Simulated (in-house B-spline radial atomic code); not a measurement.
# Br⁷⁺: excited configurations in jj coupling

Wanted: excitation energies of Br⁷⁺ as differences of total energies (ΔSCF).

The numbers are computed with in-house B-spline radial atomic code version 1 (Dirac-Hartree-Fock, average of configuration, Fermi nucleus, basis-set limit), except any that are marked as measured or tabulated.

## (1) The system

| Quantity | Value |
| --- | --- |
| element | bromine (Z = 35) |
| charge | +7 |
| electrons | 28 |
| configuration | 1s2 2s2 2p6 3s2 3p6 3d10 |
| Hamiltonian | Dirac-Coulomb |
| nucleus | Fermi, rms radius 4.163 fm |

The run's settings:

```ini
Z = 35
electrons = 28.0
configuration = 1s2 2s2 2p6 3s2 3p6 3d10
hamiltonian = dirac
method = hf
spin_polarised = False
nucleus = fermi
rms_radius = 4.1629
mass_number = 79
atomic_mass = 78.918337574
speed_of_light = 137.035999084
```

This reference run was done before. Its total energy is -2591.895786 hartree, and its levels are (the highest eight at most):

```csv
orbital,occupation,energy (eV),<r> (bohr)
2s1/2,2,-1937.91,0.1886
2p1/2,2,-1749.82,0.1627
2p3/2,4,-1701.84,0.1666
3s1/2,2,-386.24,0.5475
3p1/2,2,-319.26,0.5526
3p3/2,4,-311.99,0.5620
3d3/2,4,-195.74,0.5708
3d5/2,6,-194.56,0.5744
```

## (2) Run with 1s2 2s2 2p6 3s2 3p6 3d-4 3d+5 7g+1

In configurations, a minus sign after the shell means j = l − 1/2 and a plus sign j = l + 1/2; the count of electrons follows.

The run's settings:

```ini
Z = 35
electrons = 28.0
configuration = 1s2 2s2 2p6 3s2 3p6 3d-4 3d+5 7g+1
hamiltonian = dirac
method = hf
spin_polarised = False
nucleus = fermi
rms_radius = 4.1629
mass_number = 79
atomic_mass = 78.918337574
speed_of_light = 137.035999084
```

## (3) Run with 1s2 2s2 2p6 3s2 3p6 3d-4 3d+5 7f+1

Settings: those of step 2 with these lines changed.

```diff
@@ -2,3 +2,3 @@
 electrons = 28.0
-configuration = 1s2 2s2 2p6 3s2 3p6 3d-4 3d+5 7g+1
+configuration = 1s2 2s2 2p6 3s2 3p6 3d-4 3d+5 7f+1
 hamiltonian = dirac
```

## (4) Configuration 1s2 2s2 2p6 3s2 3p6 3d-4 3d+5 7d+1

Settings: those of step 3 with these lines changed.

```diff
@@ -2,3 +2,3 @@
 electrons = 28.0
-configuration = 1s2 2s2 2p6 3s2 3p6 3d-4 3d+5 7f+1
+configuration = 1s2 2s2 2p6 3s2 3p6 3d-4 3d+5 7d+1
 hamiltonian = dirac
```

## (5) 1s2 2s2 2p6 3s2 3p-1 3p+4 3d10 4d+1

Settings: those of step 4 with these lines changed.

```diff
@@ -2,3 +2,3 @@
 electrons = 28.0
-configuration = 1s2 2s2 2p6 3s2 3p6 3d-4 3d+5 7d+1
+configuration = 1s2 2s2 2p6 3s2 3p-1 3p+4 3d10 4d+1
 hamiltonian = dirac
```

## (6) Run with 1s2 2s2 2p6 3s2 3p-1 3p+4 3d10 5p+1

Settings: those of step 5 with these lines changed.

```diff
@@ -2,3 +2,3 @@
 electrons = 28.0
-configuration = 1s2 2s2 2p6 3s2 3p-1 3p+4 3d10 4d+1
+configuration = 1s2 2s2 2p6 3s2 3p-1 3p+4 3d10 5p+1
 hamiltonian = dirac
```

## (7) Run with 1s2 2s2 2p6 3s2 3p-2 3p+3 3d10 7d+1

Settings: those of step 6 with these lines changed.

```diff
@@ -2,3 +2,3 @@
 electrons = 28.0
-configuration = 1s2 2s2 2p6 3s2 3p-1 3p+4 3d10 5p+1
+configuration = 1s2 2s2 2p6 3s2 3p-2 3p+3 3d10 7d+1
 hamiltonian = dirac
```

## (8) 1s2 2s2 2p6 3s2 3p6 3d-4 3d+5 5s1

Settings: those of step 7 with these lines changed.

```diff
@@ -2,3 +2,3 @@
 electrons = 28.0
-configuration = 1s2 2s2 2p6 3s2 3p-2 3p+3 3d10 7d+1
+configuration = 1s2 2s2 2p6 3s2 3p6 3d-4 3d+5 5s1
 hamiltonian = dirac
```

## (9) Configuration 1s2 2s2 2p6 3s2 3p6 3d-4 3d+5 4s1

Settings: those of step 8 with these lines changed.

```diff
@@ -2,3 +2,3 @@
 electrons = 28.0
-configuration = 1s2 2s2 2p6 3s2 3p6 3d-4 3d+5 5s1
+configuration = 1s2 2s2 2p6 3s2 3p6 3d-4 3d+5 4s1
 hamiltonian = dirac
```

**Question.** How far above the reference does each configuration lie (order and size, in eV)?

The runs gave:

| net move | configuration | energy above the reference (eV) | with Breit, QED, recoil (eV) | largest <r> (bohr) |
| --- | --- | --- | --- | --- |
| 3d5/2 → 4s | 1s2 2s2 2p6 3s2 3p6 3d-4 3d+5 4s1 | 68.598 | 68.675 | 1.38 |
| 3d5/2 → 5s | 1s2 2s2 2p6 3s2 3p6 3d-4 3d+5 5s1 | 127.01 | 127.04 | 2.59 |
| 3d5/2 → 7d5/2 | 1s2 2s2 2p6 3s2 3p6 3d-4 3d+5 7d+1 | 169.32 | 169.33 | 7.29 |
| 3d5/2 → 7f7/2 | 1s2 2s2 2p6 3s2 3p6 3d-4 3d+5 7f+1 | 172.50 | 172.51 | 8.20 |
| 3d5/2 → 7g9/2 | 1s2 2s2 2p6 3s2 3p6 3d-4 3d+5 7g+1 | 172.88 | 172.89 | 7.92 |
| 3p1/2 → 4d5/2 | 1s2 2s2 2p6 3s2 3p-1 3p+4 3d10 4d+1 | 237.46 | 237.15 | 1.76 |
| 3p1/2 → 5p3/2 | 1s2 2s2 2p6 3s2 3p-1 3p+4 3d10 5p+1 | 258.89 | 258.59 | 2.81 |
| 3p3/2 → 7d5/2 | 1s2 2s2 2p6 3s2 3p-2 3p+3 3d10 7d+1 | 286.93 | 286.74 | 7.29 |

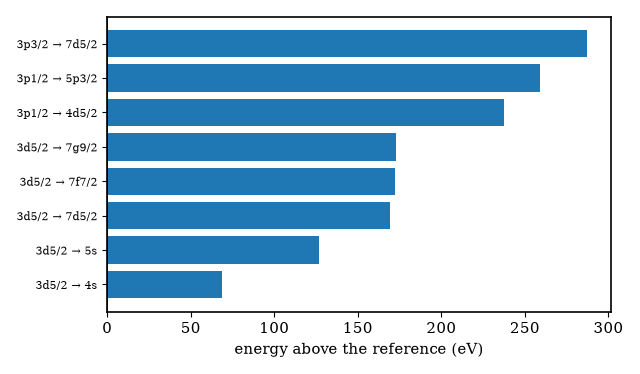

Energy of each configuration above the reference.

**Reading.** At the bottom stands 3d5/2 → 4s (68.598 eV), at the top 3p3/2 → 7d5/2 (286.93 eV). Koopmans' estimate of the ionisation threshold is 194.56 eV; 3 configurations exceed it by over 2 % and could autoionise. Two partly filled shells share a symmetry and can mix in the average, which may lower the energy, for: 3d5/2 → 7d5/2. These are averages over configurations, without correlation, not spectroscopic levels.
